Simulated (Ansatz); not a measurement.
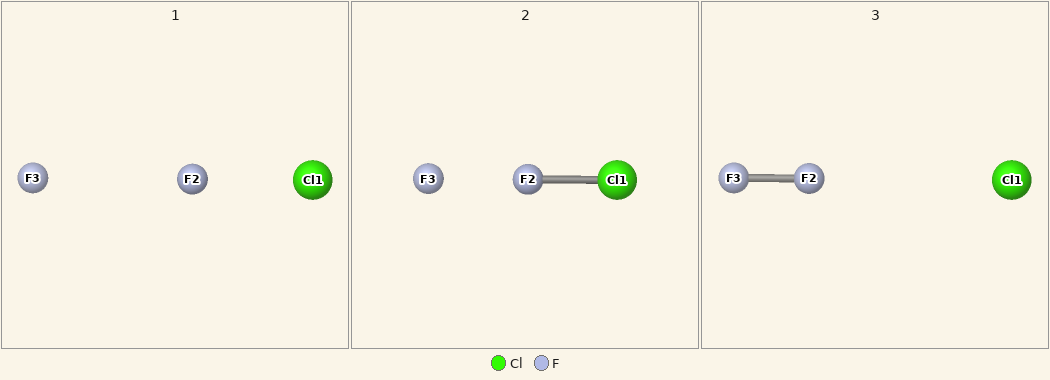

The system Cl⁻ + F₂. 
- First axis: distance Cl1–F2. Second axis: distance F2–F3.
- Nothing is relaxed (the angle Cl1–F2–F3 is fixed at 180 degrees).
- The grid has 17 × 17 points.
- Points are written as (first, second).
- Energies are in eV, from Cl with charge -1 far from the relaxed FF (each part in its own basis).
- The reference is spin-restricted, so regions where a bond is pulled apart into radicals lie too high.
- Method: Ansatz, RKS PBE0-D4/def2-TZVPD.

The numbered pictures are structures from this grid.

### Rank them by energy, lowest first.

1, at (1.967 Å, 2.611 Å): −0.6 eV; 3, at (3.314 Å, 1.232 Å): 0.49 eV; 2, at (1.457 Å, 1.631 Å): 1.3 eV.

The map, with the structures marked:

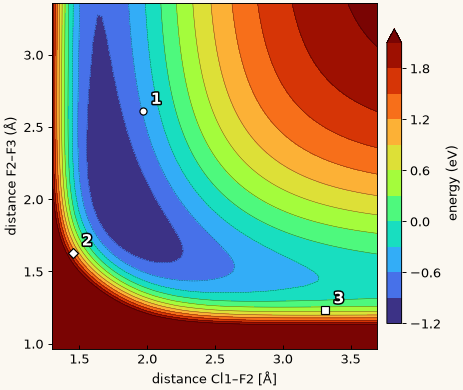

In the figure: filled contours, one colour for all values above the top of the scale. Between grid points the surface is interpolated.
